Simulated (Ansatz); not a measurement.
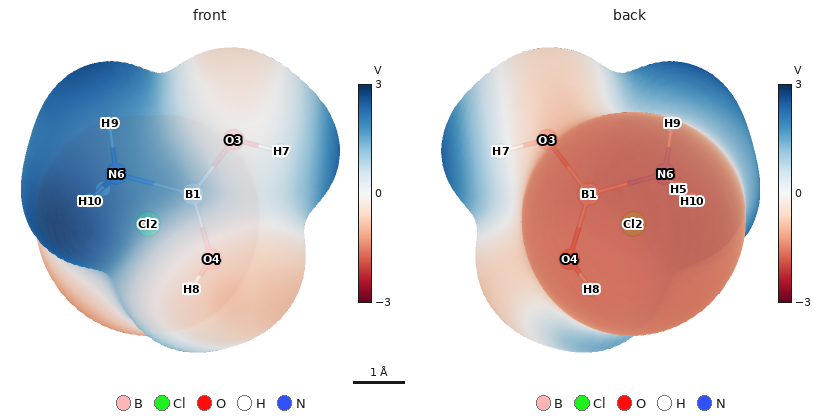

BH₅NO₂···Cl. The electrostatic potential painted on the density surface at 0.001 e/bohr³, seen from the front and from behind; the colour scale runs from red (negative) to blue (positive).

A transition-state structure; geometry: PBE0-D4/def2-TZVP.

Computed with Ansatz, RKS PBE0-D4/def2-TZVPP.

```xyz
10

B     0.0003    0.2898   -0.4653
Cl    1.4693   -1.7034    0.5013
O    -0.7325    0.0015   -1.5593
O     1.0623    1.1301   -0.4342
H    -0.0783   -0.8450    1.1651
N    -0.7538   -0.0644    0.8464
H    -0.2550    0.1789   -2.3745
H     1.7595    0.7564    0.1227
H    -1.6825   -0.4389    0.6787
H    -0.7894    0.6950    1.5189
```

> Describe the electrostatic potential map.

The most negative region (about −1.8 V) lies over Cl2, the most positive (about +2.7 V) over H10.
